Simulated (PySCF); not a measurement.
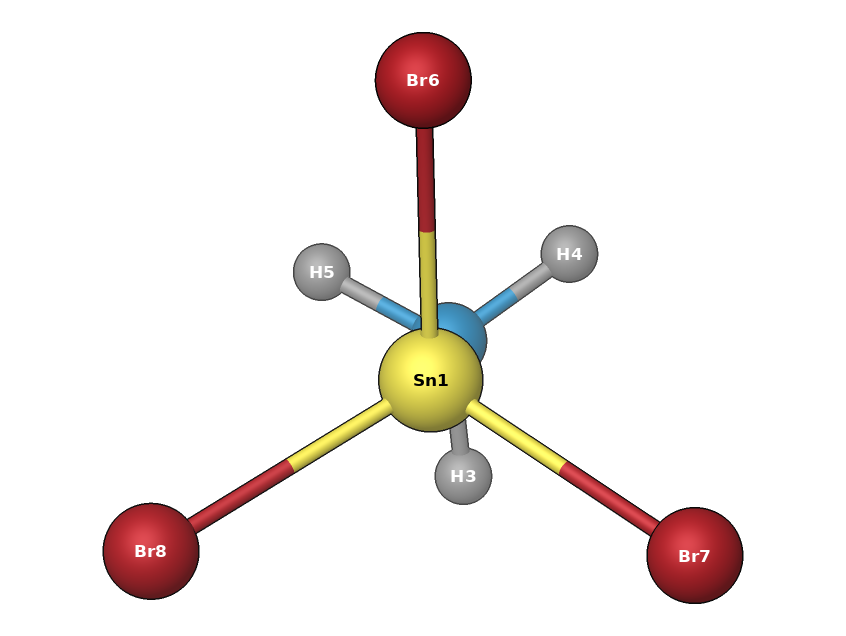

C2 lies behind Sn1. The molecule seen nearly along the Sn1–C2 bond, Sn1 in front. Atoms fade into the background with distance from the viewer. The geometry was computed by an optimisation with PBE0-D3(BJ)/def2-SVP. No frequency run is at hand to confirm it as a minimum.

What is the torsion angle Br6–Sn1–C2–H3? The sign is positive where the front bond must turn clockwise to cover the back bond.

175°, antiperiplanar (anti). The bonds about Sn1–C2 are staggered.
